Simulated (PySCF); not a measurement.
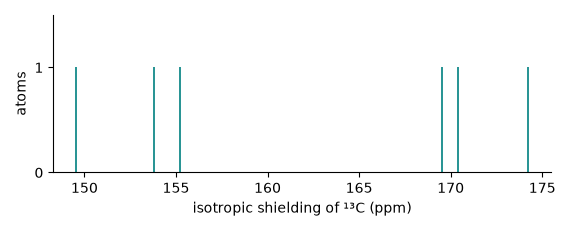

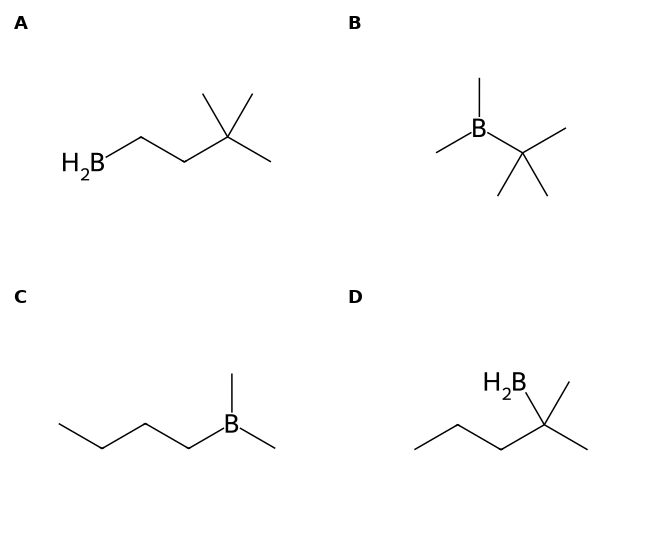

The sticks are computed shieldings of one of the molecules, for one fixed geometry (GFN2-xTB) without averaging over rotations. Low shielding means a high chemical shift. Method: GIAO PBE0/pcSseg-1 NMR shielding, non-relativistic, gas phase (PySCF 2.14.0).

Which molecule gives this pattern?

Answer. C, `CCCCB(C)C`. Its 6 C atoms give lines at 149.5, 153.8, 155.2, 169.5, 170.4, 174.2 ppm.

The geometry is semi-empirical. Around B such bond lengths and angles can be off by a tenth of an ångström or more and by several degrees, and values that hang on the shape move with them.
